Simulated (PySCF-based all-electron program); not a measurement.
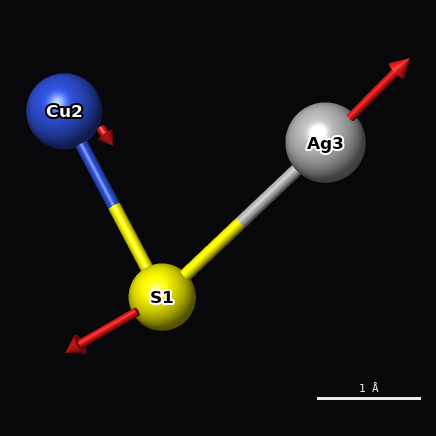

Arrows show the forces on the atoms, 2 Å of arrow for 1 eV/Å; forces under a tenth of the largest aren't drawn. The species is neutral and a spin singlet. Level of theory: PBE, all-electron, scalar-relativistic (Koelling-Harmon), large uncontracted Gaussian sets (PySCF-based all-electron program).

**Along which bond is the force strongest?**

S1–Ag3, now 2.276 Å: the forces push its atoms apart, so a first step downhill lengthens it.

List the force components in the frame of the picture (x right, y up, z towards the viewer), in eV/Å.

```tsv
atom	Fx	Fy	Fz
S1	−0.35	−0.20	−0.13
Cu2	0.06	−0.09	0.02
Ag3	0.29	0.29	0.11
```
